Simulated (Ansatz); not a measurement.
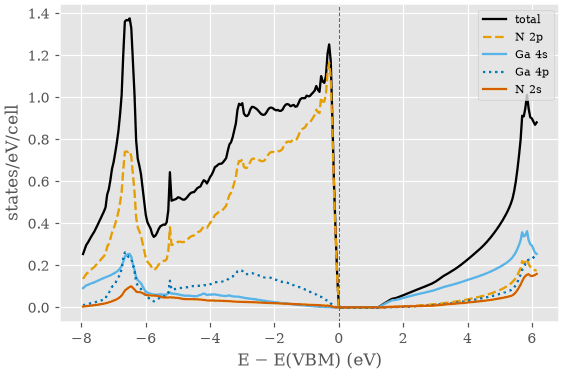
*Total and projected density of states of GaN (rock salt, Fm-3m), DFT-r²SCAN in the program Ansatz with PAW potentials*

### Question
Which orbitals carry the states next to the gap?

### Answer
Top 1 eV of the valence band: N 2p 91 %. Bottom 1 eV of the conduction band: Ga 4s 80 %, N 2s 9 %, N 2p 6 %. Projections are on Löwdin-orthogonalised atomic valence shells; empty p or d shells of many metals are not among them.

### Question
Where is the tallest occupied peak in this window, and what makes it?

### Answer
Near -6.5 eV, about 1.4 states/eV per cell; the largest projected share is N 2p.

This is a known high-pressure phase of the composition, computed here at zero pressure and temperature. The cell was relaxed with r²SCAN under the symmetry of its start; phonons on a q-mesh show no instability. Scalar-relativistic: spin–orbit coupling is off unless named, which matters more the heavier the elements.

Potentials: the later of the program's two PAW sets.
